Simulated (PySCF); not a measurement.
# CH2FNOSn (SMILES O=C=[N][SnH2][F]): TPSSh/ccECP-aug-cc-pVDZ (core potential)

What is the vertical ionisation energy of CH2FNOSn at TPSSh/ccECP-aug-cc-pVDZ (core potential)? 

Program for the calculation: PySCF 2.14.0.

### Step 1. The molecule

CH2FNOSn: 7 atoms, total charge 0, spin state singlet. SMILES: `O=C=[N][SnH2][F]`. The coordinates come from a PBE0-D4/def2-TZVP relaxation. This is one conformer, not always the lowest.

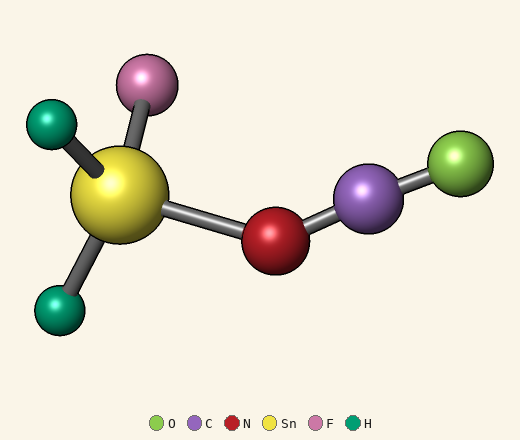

Viewed from a chosen angle; oxygen green, carbon purple, nitrogen red, tin yellow, fluorine pink, hydrogen teal.

### Step 2. The energy at TPSSh/ccECP-aug-cc-pVDZ (core potential)

run.py

```python
# O=C=[N][SnH2][F]
from pyscf import gto, dft

mol = gto.Mole()
mol.atom = '''
O       -0.221700      -2.869300      -0.931600
C       -0.121500      -1.906800      -0.283800
N       -0.020900      -0.958200       0.449400
Sn       0.157400       1.031600       0.318500
F       -0.877100       1.510000      -1.220100
H       -0.618600       1.696100       1.665200
H        1.763800       1.428500      -0.043200
'''
mol.spin = 0
mol.verbose = 3
mol.basis = 'ccecp-aug-cc-pvdz'
mol.ecp = {'O': 'ccecp', 'C': 'ccecp', 'N': 'ccecp', 'Sn': 'ccecp', 'F': 'ccecp', 'H': 'ccecp'}
mol.charge = 0
mol.max_memory = 1860
mol.build()

mf = dft.RKS(mol)
mf.xc = 'tpssh'
mf.grids.level = 4
mf.conv_tol = 1e-10
mf.kernel()
if not mf.converged:
    mf = mf.newton().run(mf.mo_coeff, mf.mo_occ)

etot = mf.e_tot
print('Final energy', etot)
```

On the command line:

```
$ OMP_NUM_THREADS=1 python run.py
```

Log:

```text
converged SCF energy = -60.6270109034691
Final energy -60.6270109034691
```

Run time: 58 s. Hardware: 1 thread of Arm Neoverse V1, shared host; peak memory 0.79 GiB.

### Step 3. The doublet cation

job.py

```python
from pyscf import gto, dft

mol = gto.M(
    atom='''
O     -0.418952    -5.422191    -1.760469
C     -0.229602    -3.603330    -0.536304
N     -0.039495    -1.810736     0.849243
Sn     0.297443     1.949441     0.601878
F     -1.657479     2.853486    -2.305655
H     -1.168985     3.205164     3.146772
H      3.333099     2.699474    -0.081636
''',
    charge=1,
    spin=1,
    unit='bohr',
    basis='ccecp-aug-cc-pvdz',
    max_memory=1860,
    verbose=4,
    ecp='ccecp',
)

mf = dft.UKS(mol)
mf.xc = 'tpssh'
mf.conv_tol = 1e-10
mf.grids.level = 4
mf.kernel()
if not mf.converged:
    mf = mf.newton().run(mf.mo_coeff, mf.mo_occ)

e_final = mf.e_tot
print('E(%s) = %.9f' % ('TPSSH', e_final))
```

On the command line:

```
$ OMP_NUM_THREADS=1 python job.py
```

Log:

```text
PySCF version 2.14.0

[INPUT] num. atoms = 7
[INPUT] num. electrons = 27
[INPUT] charge = 1
[INPUT] spin (= nelec alpha-beta = 2S) = 1
[INPUT] symmetry False subgroup None
[INPUT] Mole.unit = bohr
[INPUT] Symbol           X                Y                Z      unit          X                Y                Z       unit  Magmom
[INPUT]  1 O     -0.221699850869  -2.869299910456  -0.931600075331 AA   -0.418952000000  -5.422191000000  -1.760469000000 Bohr   0.0
[INPUT]  2 C     -0.121500145982  -1.906800119424  -0.283799854925 AA   -0.229602000000  -3.603330000000  -0.536304000000 Bohr   0.0
[INPUT]  3 N     -0.020899853945  -0.958200226192   0.449400042133 AA   -0.039495000000  -1.810736000000   0.849243000000 Bohr   0.0
[INPUT]  4 Sn     0.157400057148   1.031599751233   0.318500121354 AA    0.297443000000   1.949441000000   0.601878000000 Bohr   0.0
[INPUT]  5 F     -0.877100114378   1.509999762879  -1.220100082244 AA   -1.657479000000   2.853486000000  -2.305655000000 Bohr   0.0
[INPUT]  6 H     -0.618600221907   1.696099746061   1.665200030361 AA   -1.168985000000   3.205164000000   3.146772000000 Bohr   0.0
[INPUT]  7 H      1.763800032540   1.428500122271  -0.043199910791 AA    3.333099000000   2.699474000000  -0.081636000000 Bohr   0.0

[... 121 lines left out ...]
converged SCF energy = -60.2342512114187  <S^2> = 0.76533065  2S+1 = 2.0152723
E(TPSSH) = -60.234251211
```

It took 2.9 min on 1 thread of Arm Neoverse V1, shared host; peak memory 0.8 GiB.

### Step 4. Results

Level: TPSSh/ccECP-aug-cc-pVDZ (core potential).

| quantity | value |
| --- | --- |
| singlet CH2FNOSn: total energy | -60.62701 Eh |
| singlet CH2FNOSn: dipole moment | 3.94 D |
| singlet CH2FNOSn: HOMO energy | -7.90 eV |
| singlet CH2FNOSn: LUMO energy | -1.36 eV |
| singlet CH2FNOSn: HOMO–LUMO gap | 6.55 eV |
| doublet cation: total energy | -60.23425 Eh |
| doublet cation: HOMO energy (highest over α and β) | -14.39 eV |
| doublet cation: LUMO energy (lowest over α and β) | -13.33 eV |
| doublet cation: ⟨S²⟩ | 0.765 |
| vertical ionisation energy (to the doublet cation) | 10.688 eV |

In words: Removing an electron at fixed nuclei costs 10.69 eV (246 kcal/mol). The negative HOMO energy of the first species, 7.90 eV, lies 2.78 eV below that difference.
